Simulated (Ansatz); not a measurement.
Input file:

```
crystal:
  periodic: [false, false, false]
  atoms:
    - { symbol: O, position_ang: [-1.44338, 0.44309, -0.72803] }
    - { symbol: C, position_ang: [-0.28536, -0.31808, -0.61526] }
    - { symbol: Si, position_ang: [1.01889, 0.25583, 0.49722] }
    - { symbol: S, position_ang: [-0.05829, -1.46311, -1.81855] }
    - { symbol: H, position_ang: [-1.47874, 1.03167, 0.03589] }
    - { symbol: H, position_ang: [0.35223, 0.85935, 1.67276] }
    - { symbol: H, position_ang: [1.89465, -0.80875, 0.95597] }
total_charge: -1
basis:
  gaussian: { orbitals: def2-SVP }
hamiltonian:
  xc: pbe0
  dispersion: d4
relax:
  f_tol: 0.015
  max_steps: 40
output:
  orbitals: {}
```

Launched as:

```sh
ansatz run input.yaml --threads 1 --pin off --max-ram 2048MiB --backend cpu --events-out ev --progress --plain --runs-dir out
```

The fields are those of the relaxed geometry.

Level of theory: RKS PBE0-D4/def2-SVP (Ansatz).

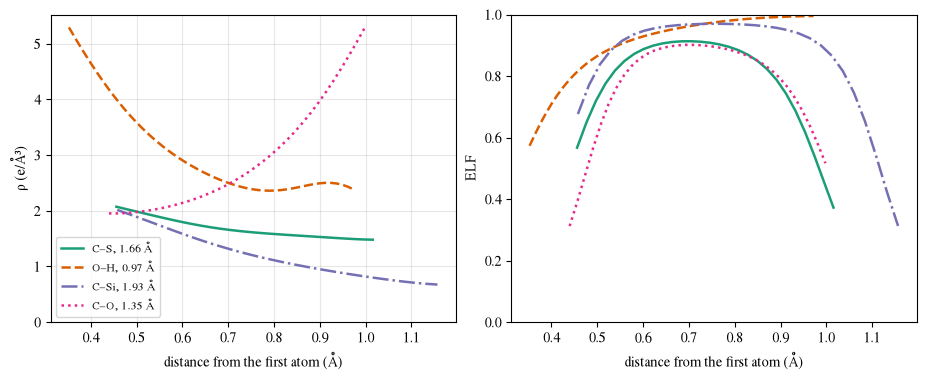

CH3OSSi (SMILES OC([SiH2-])=S) (charge −1). Total electron density and electron localisation function along straight lines between neighbouring atoms. The curves leave out the atomic cores.

Question: What kind of bonding do the profiles show?

Answer: C–S (1.66 Å): the density is about 1.6 e/Å³ at the midpoint; the ELF peaks at about 0.90 between the atoms (localised, covalent bonding).
O–H (0.97 Å): ρ at the midpoint is about 3.7 e/Å³; the ELF climbs to about 1 towards the hydrogen, as it does in any bond to H: a covalent bond by its length.
C–Si (1.93 Å): ρ at the midpoint is about 0.86 e/Å³; the ELF peaks at about 0.95 between the atoms: a shared electron pair.
C–O (1.35 Å): ρ is about 2.4 e/Å³ halfway, with its minimum of 2 e/Å³ about 0.5 Å from C; the ELF peaks at about 0.90 between the atoms; a polar covalent bond.
